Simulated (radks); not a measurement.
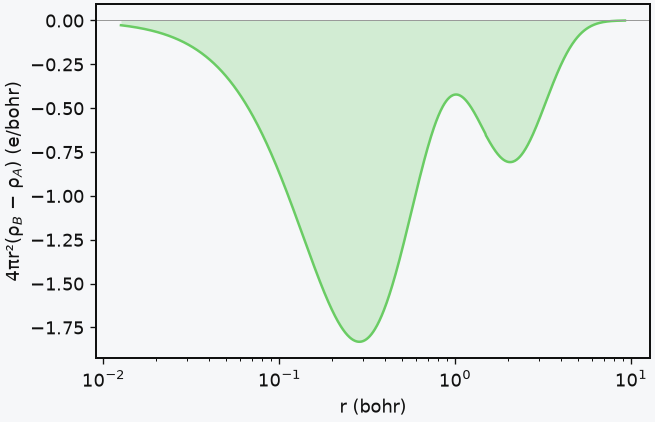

Two charge states of beryllium were computed: Be in [He] 2s2; Be³⁺ in 1s1 (high spin). Computed with the in-house radial solver radks: non-relativistic Kohn-Sham, r2SCAN, spin-polarised, spherical densities, point nucleus.

The plot shows the radial density of run B less that of run A; on the logarithmic r axis, areas aren't charges.

### Which run is A and which is B? Where does the charge move?

A is Be in [He] 2s2; B is Be³⁺ in 1s1 (high spin). B holds hardly more charge than A anywhere and 3.0 electrons fewer where it is negative (most at r = 0.28 bohr), a net change of −3. The energy of B less that of A is 180.9 eV.
